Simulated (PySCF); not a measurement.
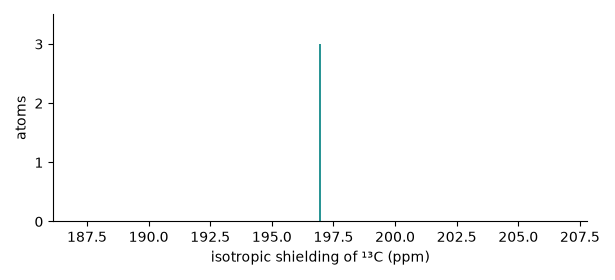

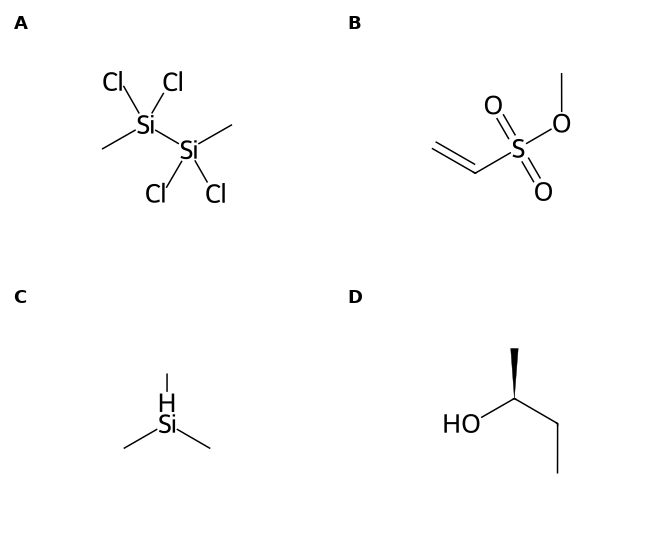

The sticks are computed shieldings of one of the molecules, for one fixed geometry (PBE0-D3(BJ)/def2-SVP) without averaging over rotations. Low shielding means a high chemical shift. Method: GIAO PBE0/aug-cc-pVDZ NMR shielding, non-relativistic, gas phase (PySCF 2.14.0).

**Match the spectrum to a structure.**

C, `C[SiH](C)C`. Its 3 C atoms give lines at 197.0 (3 atoms) ppm.
